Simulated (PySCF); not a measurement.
# S2F2 (Difluorodisulfane) at MP2/STO-3G

What is the energy change on altering one bond length of S2F2 (Difluorodisulfane) at MP2/STO-3G? 

The results are computed with PySCF 2.14.0.

13 further runs of the same task are left out: 4 that didn't finish, 9 set aside as unsound or not needed.

### Step 1. The system as given

S2F2 has 4 atoms, charge 0, and is taken as a singlet. As SMILES, `FSSF`. The shape is that of a PBE0-D4/def2-TZVP optimisation.

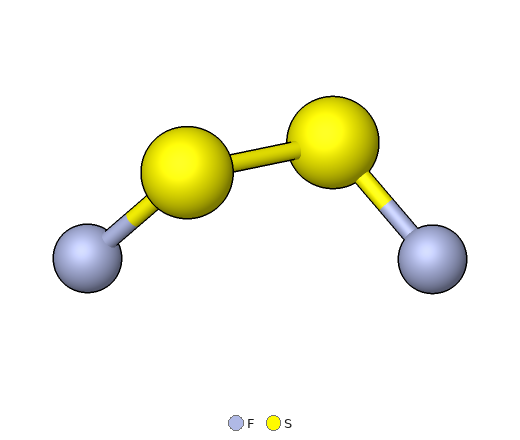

The structure, seen from a chosen angle (fluorine light blue, sulfur yellow).

### Step 2. A single-point energy at MP2/STO-3G

Contents of calc.py:

```python
# Difluorodisulfane
from pyscf import gto, mp

molecule = gto.M(
    atom='''
F     -3.370799    -0.377813    -1.174635
S     -0.883768     1.444034    -1.195006
S      1.974745    -0.522301    -0.349070
F      2.279784    -0.543901     2.718711
''',
    max_memory=1860,
    basis='sto-3g',
    verbose=3,
    unit='bohr',
)

mf = molecule.RHF()
mf.conv_tol = 1e-10
mf.kernel()
if not mf.converged:
    mf = mf.newton().run(mf.mo_coeff, mf.mo_occ)

pt = mp.MP2(mf, frozen=12).run()
e_final = pt.e_tot
print('Final energy', e_final)
```

Started as:

```console
$ OMP_NUM_THREADS=1 python calc.py
```

The program printed:

```text
converged SCF energy = -982.331905283353
E(RMP2) = -982.408959546893  E_corr = -0.0770542635403629
E(SCS-RMP2) = -982.418910208728  E_corr = -0.0870049253752038
Final energy -982.408959546893
```

Run time: 0.8 s. Hardware: 1 thread of Arm Neoverse V1, shared host; peak memory 0.12 GiB.

### Step 3. The distorted shape at the same level

Contents of calc.py:

```python
from pyscf import gto, scf, mp

molecule = gto.M(
    atom='F -2.540109 0.320360 -0.845423; S -1.224029 1.284440 -0.856203; S 1.044990 -0.276390 -0.184720; F 1.206410 -0.287820 1.438680',
    verbose=4,
    basis='sto-3g',
    charge=0,
    max_memory=1860,
)

hf = scf.RHF(molecule)
hf.conv_tol = 1e-10
hf.kernel()
if not hf.converged:
    hf = hf.newton().run(hf.mo_coeff, hf.mo_occ)

pt = mp.MP2(hf, frozen=12).run()
e_tot = pt.e_tot
print('Final energy', e_tot)
```

Started as:

```console
$ OMP_NUM_THREADS=1 python calc.py
```

The program printed:

```text
PySCF version 2.14.0

[INPUT] num. atoms = 4
[INPUT] num. electrons = 50
[INPUT] charge = 0
[INPUT] spin (= nelec alpha-beta = 2S) = 0
[INPUT] symmetry False subgroup None
[INPUT] Mole.unit = angstrom
[INPUT] Symbol           X                Y                Z      unit          X                Y                Z       unit  Magmom
[INPUT]  1 F     -2.540109000000   0.320360000000  -0.845423000000 AA   -4.800110336543   0.605392661266  -1.597617929408 Bohr   0.0
[INPUT]  2 S     -1.224029000000   1.284440000000  -0.856203000000 AA   -2.313079578525   2.427239823436  -1.617989177031 Bohr   0.0
[INPUT]  3 S      1.044990000000  -0.276390000000  -0.184720000000 AA    1.974744902909  -0.522301403569  -0.349070209730 Bohr   0.0
[INPUT]  4 F      1.206410000000  -0.287820000000   1.438680000000 AA    2.279784493937  -0.543900973172   2.718711180889 Bohr   0.0

nuclear repulsion = 192.138558131497
number of shells = 16
number of NR pGTOs = 84
number of NR cGTOs = 28
basis = sto-3g
ecp = {}

******** <class 'pyscf.scf.hf.RHF'> ********
method = RHF
initial guess = minao
damping factor = 0
level_shift factor = 0
DIIS = <class 'pyscf.scf.diis.CDIIS'>
diis_start_cycle = 1
diis_space = 8
diis_damp = 0
SCF conv_tol = 1e-10
SCF conv_tol_grad = None
SCF max_cycles = 50
direct_scf = True
direct_scf_tol = 1e-13
Set gradient conv threshold to 1e-05
Initial guess from minao.
init E= -981.463651045427
  HOMO = -0.265094712887272  LUMO = -0.175746657607599  gap/eV = 2.43128
cycle= 1 E= -982.174477600676  delta_E= -0.711  |g|= 0.303  |ddm|= 3.11
  HOMO = -0.237664279995074  LUMO = 0.0484359438018067  gap/eV = 7.78518
cycle= 2 E= -982.22200456677  delta_E= -0.0475  |g|= 0.0915  |ddm|= 0.689
  HOMO = -0.224211922757624  LUMO = 0.0804911775970513  gap/eV = 8.29139
cycle= 3 E= -982.226993108088  delta_E= -0.00499  |g|= 0.029  |ddm|= 0.18
  HOMO = -0.225755536598016  LUMO = 0.0829369896790183  gap/eV = 8.39995
cycle= 4 E= -982.227929352674  delta_E= -0.000936  |g|= 0.00829  |ddm|= 0.093
  HOMO = -0.226400293315635  LUMO = 0.0837607568375729  gap/eV = 8.43991
cycle= 5 E= -982.228033811902  delta_E= -0.000104  |g|= 0.00105  |ddm|= 0.0396
  HOMO = -0.226530044067409  LUMO = 0.0837576986791085  gap/eV = 8.44336
cycle= 6 E= -982.228035805307  delta_E= -1.99e-06  |g|= 0.00046  |ddm|= 0.00534
  HOMO = -0.226536752689574  LUMO = 0.0837618980764809  gap/eV = 8.44366
cycle= 7 E= -982.228036919194  delta_E= -1.11e-06  |g|= 0.000223  |ddm|= 0.00598
  HOMO = -0.22651780965327  LUMO = 0.0837562645522754  gap/eV = 8.44299
cycle= 8 E= -982.228037242149  delta_E= -3.23e-07  |g|= 4.46e-05  |ddm|= 0.00482
  HOMO = -0.226511895460704  LUMO = 0.0837589867412512  gap/eV = 8.44290
cycle= 9 E= -982.228037248119  delta_E= -5.97e-09  |g|= 6.38e-06  |ddm|= 0.000597
  HOMO = -0.226510777050208  LUMO = 0.0837593190583693  gap/eV = 8.44288
cycle= 10 E= -982.228037248176  delta_E= -5.68e-11  |g|= 1.62e-06  |ddm|= 3.51e-05
  HOMO = -0.226510735120992  LUMO = 0.0837592475425253  gap/eV = 8.44288
Extra cycle  E= -982.228037248179  delta_E= -3.41e-12  |g|= 8.67e-07  |ddm|= 4.23e-06
converged SCF energy = -982.228037248179

******** <class 'pyscf.mp.mp2.RMP2'> ********
nocc = 13, nmo = 16
frozen orbitals 12
E(RMP2) = -982.348820057065  E_corr = -0.120782808885614
E(SCS-RMP2) = -982.364850779389  E_corr = -0.136813531210018
E_corr(same-spin) = -0.00937596859929075
E_corr(oppo-spin) = -0.111406840286323
Final energy -982.3488200570647
```

Wall time 0.83 s (1 thread of Arm Neoverse V1, shared host); peak memory 0.12 GiB.

### Step 4. Outcome

Level: MP2/STO-3G, 12 core orbitals frozen.

| quantity | value |
| --- | --- |
| first shape: total energy | -982.40896 Eh |
| first shape: dipole moment (Hartree–Fock density) | 0.46 D |
| first shape: HOMO energy (Hartree–Fock orbitals) | -7.68 eV |
| first shape: LUMO energy (Hartree–Fock orbitals) | 9.62 eV |
| first shape: HOMO–LUMO gap (Hartree–Fock orbitals) | 17.30 eV |
| first shape: correlation energy (12 core orbitals frozen) | -77.1 mEh |
| distorted shape: total energy | -982.34882 Eh |
| distorted shape: dipole moment (Hartree–Fock density) | 0.59 D |
| distorted shape: HOMO energy (Hartree–Fock orbitals) | -6.16 eV |
| distorted shape: LUMO energy (Hartree–Fock orbitals) | 2.28 eV |
| distorted shape: HOMO–LUMO gap (Hartree–Fock orbitals) | 8.44 eV |
| distorted shape: correlation energy (12 core orbitals frozen) | -120.8 mEh |
| energy change with the S2–S3 bond stretched from 1.890 to 2.835 Å | 1.636 eV |

**Reading.** With the S2–S3 bond stretched from 1.890 to 2.835 Å the energy rises by 1.64 eV (38 kcal/mol). The first shape isn't relaxed at this level, so the change isn't measured from a minimum. A restricted reference can't describe the breaking bond well at this length. The minimal basis adds a large error of its own. Mulliken charges (first shape) of the mean-field density run from -0.20 on F1 to +0.20 on S2.
